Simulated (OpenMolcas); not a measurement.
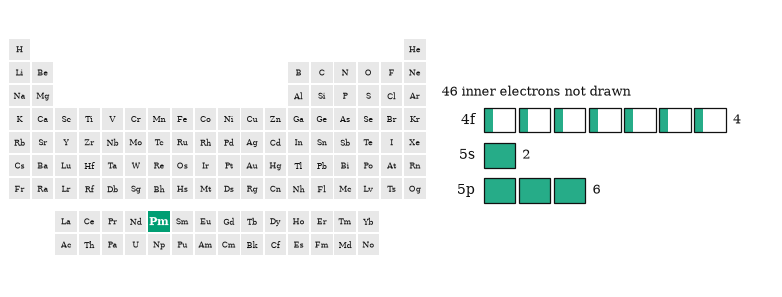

Left, the place of promethium in the periodic table; right, the outer shells of the leading configuration of the lowest level: a box for each of the 2l + 1 orbitals, shaded by the share of the shell that is filled, with the electron count at the right.

## Multiconfigurational calculation: Pm³⁺ complex (part 1 of 2)

System: Pm³⁺ with 6 ligands (Br; octahedron, 2.88 Å), neutralised by 6 outer point charges of +0.5 e, whose field is part of the energies.
Method: state-averaged CASSCF, active space 4 electrons in the shell 4f, basis ANO-RCC-VDZP on the metal and ANO-RCC-VDZP on the ligands, DKH2 scalar Hamiltonian, spin-orbit coupling by RASSI with atomic mean-field integrals (OpenMolcas).

## The input
```
&GATEWAY
Coord
7

Pm 0.0 0.0 0.0
Br 2.880000 0.000000 0.000000
Br 0.000000 2.880000 0.000000
Br -2.880000 0.000000 0.000000
Br 0.000000 -2.880000 0.000000
Br 0.000000 0.000000 2.880000
Br 0.000000 0.000000 -2.880000
Basis=Pm.ANO-RCC-VDZP,Br.ANO-RCC-VDZP
Group=XYZ
NoMove
AngMom=0.0 0.0 0.0
AMFI
RICD
XField
3 Angstrom 0
5.480000 0.000000 0.000000 0.500000
0.000000 5.480000 0.000000 0.500000
0.000000 0.000000 5.480000 0.500000
&SEWARD
&RASSCF
FileOrb=start.orb
Symmetry=1
Spin=5
nActEl=4 0 0
Inactive=69 66
Ras2=0 7
CIRoot=35 35 1
SDav=35
CIMx=300
Iter=150 100
PrWF=0.3
OrbListing=Nothing
MaxOrb=0
LevShft=1.0
>>> COPY $Project.JobIph JOB001
&RASSCF
FileOrb=start.orb
Symmetry=1
Spin=3
nActEl=4 0 0
Inactive=69 66
Ras2=0 7
CIRoot=162 162 1
SDav=210
CIMx=300
Iter=150 100
PrWF=0.3
OrbListing=Nothing
MaxOrb=0
CIOnly
LevShft=1.0
>>> COPY $Project.JobIph JOB002
&RASSCF
FileOrb=start.orb
Symmetry=1
Spin=1
nActEl=4 0 0
Inactive=69 66
Ras2=0 7
CIRoot=162 162 1
SDav=196
CIMx=300
Iter=150 100
PrWF=0.3
OrbListing=Nothing
MaxOrb=0
CIOnly
LevShft=1.0
>>> COPY $Project.JobIph JOB003
&RASSI
NrOfJobIphs=3 32 106 31
1 2 3 4 5 6 7 8 9 10 11 12 13 14 15 16 17 18 19 20 21 22 23 24 25 26 27
28 29 30 31 32
1 2 3 4 5 6 7 8 9 10 11 12 13 14 15 16 17 18 19 20 21 22 23 24 25 26 27
28 29 30 31 32 33 34 35 36 37 38 39 40 41 42 43 44 45 46 47 48 49 50 51
52 53 54 55 56 57 58 59 60 61 62 63 64 65 66 67 68 69 70 71 72 73 74 75
76 77 78 79 80 81 82 83 84 85 86 87 88 89 90 91 92 93 94 95 96 97 98 99
100 101 102 103 104 105 106
1 2 3 4 5 6 7 8 9 10 11 12 13 14 15 16 17 18 19 20 21 22 23 24 25 26 27
28 29 30 31
IphNames
JOB001
JOB002
JOB003
EJob
SpinOrbit
DIPRint=1.0
SOCoupling=1000.0
Subsets=2
Property=9
'ANGMOM' 1 'ANGMOM' 2 'ANGMOM' 3 'MLTPL  1' 1 'MLTPL  1' 2 'MLTPL  1' 3
'AMFI' 1 'AMFI' 2 'AMFI' 3
SOProperty=3
'ANGMOM' 1 'ANGMOM' 2 'ANGMOM' 3
```

The file start.orb holds starting orbitals from an earlier step. A driver script formed the levels outside the program, from RASSI's spin-orbit matrix and the active-space energies, averaged over the components of each term or state.

Run as:
```bash
OMP_NUM_THREADS=1 MOLCAS_MEM=2457 MOLCAS_PROJECT=a pymolcas a.inp > a.log  # once for each step of the input, in one work folder
```

## The program's output (extracts)
```
--- SEWARD ---
Basis set label: PM.ANO-RCC...7S6P4D2F1G.

      Electronic valence basis set:
      ------------------
      Associated Effective Charge  61.000000 au
      Associated Actual Charge     61.000000 au
      Nuclear Model: Point charge

      Shell  nPrim  nBasis  Cartesian Spherical Contaminant
         s      25       7        X
         p      22       6        X
         d      15       4                 X
         f      11       2                 X
         g       4       1                 X
                  Relativistic Douglas-Kroll-Hess integrals:
                    - DKH order of Hamiltonian: 2
                    - DKH order of Properties : 0
                  Atomic mean-field integrals
--- RASSCF ---
Wave function specifications:
      -----------------------------

      Number of closed shell electrons         270
      Number of electrons in active shells       4
      Max number of holes in RAS1 space          0
      Max nr of electrons in RAS3 space          0
      Number of inactive orbitals              135
      Number of active orbitals                  7
      Number of secondary orbitals              88
      Spin quantum number                      2.0
      State symmetry                             1
Orbital specifications:
      -----------------------

      Symmetry species                           1   2
                                                ag  au
      Frozen orbitals                            0   0
      Inactive orbitals                         69  66
      Active orbitals                            0   7
      RAS1 orbitals                              0   0
      RAS2 orbitals                              0   7
      RAS3 orbitals                              0   0
      Secondary orbitals                        48  40
      Deleted orbitals                           0   0
      Number of basis functions                117 113
      Number of CSFs                            35
      Number of root(s) required                35
      Iter CI   SX   CI       RASSCF       Energy    max ROT     max BLB   max BLB  Level Ln srch  Step   QN
          iter iter root      energy       change     param      element    value   shift minimum  type update
 Nr of preliminary CI iterations:   1
      Total energies have been shifted. Add               -25000.00 au
        1   1   16    0  -638.93185152    0.00E+00  -6.12E-02   10  84 2 -2.56E-01*  1.04   0.00    SX    NO
        2   1   16    0  -639.29858786   -3.67E-01* -4.79E-02   64  72 1  1.26E-01*  0.68   0.00    SX    NO
        3   1   15    0  -639.39409067   -9.55E-02*  2.70E-02   64  72 1  7.37E-02*  0.70   0.00    SX    NO
        4   1   14    0  -639.41558241   -2.15E-02* -1.44E-02   64  72 1  4.08E-02*  0.74   0.00    SX    NO
        5   1   14    0  -639.42181239   -6.23E-03*  1.72E-02   64  72 1  2.43E-02*  0.74   2.31    LS   YES
        6   1   13    0  -639.42477859   -2.97E-03*  3.65E-03   12  72 1  9.22E-03*  0.75   1.10    QN   YES
        7   1   13    0  -639.42529602   -5.17E-04*  2.74E-03   19  81 2 -4.33E-03*  0.76   1.39    QN   YES
        8   1   11    0  -639.42546343   -1.67E-04*  8.80E-04   19  81 2 -1.36E-03*  0.76   1.18    QN   YES
        9   1   11    0  -639.42548159   -1.82E-05*  5.66E-04   22  84 1 -6.07E-04*  0.76   1.50    QN   YES
       10   1   10    0  -639.42548727   -5.68E-06*  1.94E-04   12  83 2  2.01E-04*  0.76   1.31    QN   YES
       11   1    9    0  -639.42548834   -1.07E-06* -7.80E-05   22  90 1 -1.03E-04*  0.76   1.42    QN   YES
       12   1    8    0  -639.42548858   -2.41E-07* -3.17E-05   16  87 2  4.89E-05   0.76   1.30    QN   YES
       13   1    7    0  -639.42548862   -4.08E-08*  1.32E-05   64  72 1 -1.93E-05   0.76   1.30    QN   YES
       14   1    7    0  -639.42548863   -6.78E-09  -5.72E-06   64  72 1 -7.98E-06   0.76   1.44    QN   YES
      Convergence after 14 iterations
       15   1    7    0  -639.42548863   -1.36E-09  -5.72E-06   25  70 1 -4.18E-06   0.76   1.44    QN   YES
      Natural orbitals and occupation numbers for root  1
      sym 2:   0.891276   0.229604   0.651672   0.305617   0.792538   0.809777   0.319516
      Natural orbitals and occupation numbers for root  2
      sym 2:   0.306389   0.922555   0.349725   0.650274   0.823690   0.771053   0.176314
      Natural orbitals and occupation numbers for root  3
      sym 2:   0.195180   0.212145   0.820609   0.320048   0.918883   0.808656   0.724479
::    RASSCF root number  1 Total energy: -25639.49437936
::    RASSCF root number  2 Total energy: -25639.49437936
::    RASSCF root number  3 Total energy: -25639.49437936
::    RASSCF root number  4 Total energy: -25639.49429981
::    RASSCF root number  5 Total energy: -25639.49421447
::    RASSCF root number  6 Total energy: -25639.49421447
::    RASSCF root number  7 Total energy: -25639.49421447
::    RASSCF root number  8 Total energy: -25639.49364565
::    RASSCF root number  9 Total energy: -25639.49364565
::    RASSCF root number 10 Total energy: -25639.49340595
::    RASSCF root number 11 Total energy: -25639.49340595
::    RASSCF root number 12 Total energy: -25639.49340595
::    RASSCF root number 13 Total energy: -25639.49310853
::    RASSCF root number 14 Total energy: -25639.42616863
::    RASSCF root number 15 Total energy: -25639.42576672
::    RASSCF root number 16 Total energy: -25639.42576672
::    RASSCF root number 17 Total energy: -25639.42576672
::    RASSCF root number 18 Total energy: -25639.42552825
::    RASSCF root number 19 Total energy: -25639.42498236
::    RASSCF root number 20 Total energy: -25639.42498236
::    RASSCF root number 21 Total energy: -25639.42498236
::    RASSCF root number 22 Total energy: -25639.38751373
::    RASSCF root number 23 Total energy: -25639.38678253
::    RASSCF root number 24 Total energy: -25639.38678253
::    RASSCF root number 25 Total energy: -25639.38678253
::    RASSCF root number 26 Total energy: -25639.38624502
::    RASSCF root number 27 Total energy: -25639.38624502
::    RASSCF root number 28 Total energy: -25639.38572003
::    RASSCF root number 29 Total energy: -25639.38572003
::    RASSCF root number 30 Total energy: -25639.38572003
--- RASSCF ---
Wave function specifications:
      -----------------------------

      Number of closed shell electrons         270
      Number of electrons in active shells       4
      Max number of holes in RAS1 space          0
      Max nr of electrons in RAS3 space          0
      Number of inactive orbitals              135
      Number of active orbitals                  7
      Number of secondary orbitals              88
      Spin quantum number                      1.0
      State symmetry                             1
Orbital specifications:
      -----------------------

      Symmetry species                           1   2
                                                ag  au
      Frozen orbitals                            0   0
      Inactive orbitals                         69  66
      Active orbitals                            0   7
      RAS1 orbitals                              0   0
      RAS2 orbitals                              0   7
      RAS3 orbitals                              0   0
      Secondary orbitals                        48  40
      Deleted orbitals                           0   0
      Number of basis functions                117 113
      Number of CSFs                           210
      Number of root(s) required               162
      Iter CI   SX   CI       RASSCF       Energy    max ROT     max BLB   max BLB  Level Ln srch  Step   QN
          iter iter root      energy       change     param      element    value   shift minimum  type update
 Nr of preliminary CI iterations:   1
        1   1    0    0-25639.33242695    0.00E+00   0.00E+00   69  76 2 -7.63E-03*  0.00   0.00    SX    NO
      Natural orbitals and occupation numbers for root  1
      sym 2:   0.580785   0.557659   0.540917   0.603167   0.550802   0.599063   0.567605
      Natural orbitals and occupation numbers for root  2
      sym 2:   0.557571   0.603508   0.540573   0.580174   0.549914   0.600653   0.567607
      Natural orbitals and occupation numbers for root  3
      sym 2:   0.539459   0.548786   0.608862   0.550069   0.608368   0.576870   0.567586
::    RASSCF root number  1 Total energy: -25639.41248288
::    RASSCF root number  2 Total energy: -25639.41248288
::    RASSCF root number  3 Total energy: -25639.41248288
::    RASSCF root number  4 Total energy: -25639.41244243
::    RASSCF root number  5 Total energy: -25639.41244243
::    RASSCF root number  6 Total energy: -25639.41244243
::    RASSCF root number  7 Total energy: -25639.41235338
::    RASSCF root number  8 Total energy: -25639.41223234
::    RASSCF root number  9 Total energy: -25639.41223234
::    RASSCF root number 10 Total energy: -25639.41223234
::    RASSCF root number 11 Total energy: -25639.41220024
::    RASSCF root number 12 Total energy: -25639.41220024
::    RASSCF root number 13 Total energy: -25639.41217284
::    RASSCF root number 14 Total energy: -25639.41217284
::    RASSCF root number 15 Total energy: -25639.41217284
::    RASSCF root number 16 Total energy: -25639.39019149
::    RASSCF root number 17 Total energy: -25639.39019149
::    RASSCF root number 18 Total energy: -25639.39019149
::    RASSCF root number 19 Total energy: -25639.39009137
::    RASSCF root number 20 Total energy: -25639.39009137
::    RASSCF root number 21 Total energy: -25639.38917197
::    RASSCF root number 22 Total energy: -25639.38917197
::    RASSCF root number 23 Total energy: -25639.38917197
::    RASSCF root number 24 Total energy: -25639.38901822
::    RASSCF root number 25 Total energy: -25639.38901822
::    RASSCF root number 26 Total energy: -25639.38901822
::    RASSCF root number 27 Total energy: -25639.38163598
::    RASSCF root number 28 Total energy: -25639.38163598
::    RASSCF root number 29 Total energy: -25639.38163598
::    RASSCF root number 30 Total energy: -25639.38099558
--- RASSCF ---
Wave function specifications:
      -----------------------------

      Number of closed shell electrons         270
      Number of electrons in active shells       4
      Max number of holes in RAS1 space          0
      Max nr of electrons in RAS3 space          0
      Number of inactive orbitals              135
      Number of active orbitals                  7
      Number of secondary orbitals              88
      Spin quantum number                      0.0
      State symmetry                             1
Orbital specifications:
      -----------------------

      Symmetry species                           1   2
                                                ag  au
      Frozen orbitals                            0   0
      Inactive orbitals                         69  66
      Active orbitals                            0   7
      RAS1 orbitals                              0   0
      RAS2 orbitals                              0   7
      RAS3 orbitals                              0   0
      Secondary orbitals                        48  40
      Deleted orbitals                           0   0
      Number of basis functions                117 113
      Number of CSFs                           196
      Number of root(s) required               162
      Iter CI   SX   CI       RASSCF       Energy    max ROT     max BLB   max BLB  Level Ln srch  Step   QN
          iter iter root      energy       change     param      element    value   shift minimum  type update
 Nr of preliminary CI iterations:   1
        1   1    0    0-25639.26341833    0.00E+00   0.00E+00   69  76 2 -1.33E-02*  0.00   0.00    SX    NO
      Natural orbitals and occupation numbers for root  1
      sym 2:   0.884909   0.242489   0.606379   0.476292   0.817876   0.681398   0.290657
      Natural orbitals and occupation numbers for root  2
      sym 2:   0.290657   0.278328   0.703280   0.402274   0.776453   0.903253   0.645756
      Natural orbitals and occupation numbers for root  3
      sym 2:   0.843431   0.228188   0.559918   0.559829   0.843436   0.666581   0.298618
::    RASSCF root number  1 Total energy: -25639.36272990
::    RASSCF root number  2 Total energy: -25639.36272990
::    RASSCF root number  3 Total energy: -25639.36272359
::    RASSCF root number  4 Total energy: -25639.36272359
::    RASSCF root number  5 Total energy: -25639.36272359
::    RASSCF root number  6 Total energy: -25639.36259107
::    RASSCF root number  7 Total energy: -25639.36259107
::    RASSCF root number  8 Total energy: -25639.36259107
::    RASSCF root number  9 Total energy: -25639.36229182
::    RASSCF root number 10 Total energy: -25639.36228007
::    RASSCF root number 11 Total energy: -25639.36228007
::    RASSCF root number 12 Total energy: -25639.36228007
::    RASSCF root number 13 Total energy: -25639.36227386
::    RASSCF root number 14 Total energy: -25639.36227386
::    RASSCF root number 15 Total energy: -25639.36211578
::    RASSCF root number 16 Total energy: -25639.36211578
::    RASSCF root number 17 Total energy: -25639.36211578
::    RASSCF root number 18 Total energy: -25639.34760084
::    RASSCF root number 19 Total energy: -25639.34760084
::    RASSCF root number 20 Total energy: -25639.34760084
::    RASSCF root number 21 Total energy: -25639.34753413
::    RASSCF root number 22 Total energy: -25639.34753413
::    RASSCF root number 23 Total energy: -25639.33708015
::    RASSCF root number 24 Total energy: -25639.33708015
::    RASSCF root number 25 Total energy: -25639.33708015
::    RASSCF root number 26 Total energy: -25639.33606659
::    RASSCF root number 27 Total energy: -25639.33606659
::    RASSCF root number 28 Total energy: -25639.33556808
::    RASSCF root number 29 Total energy: -25639.33556808
::    RASSCF root number 30 Total energy: -25639.33556808
```

(Continued in part 2.) Outcome of the run: converged.
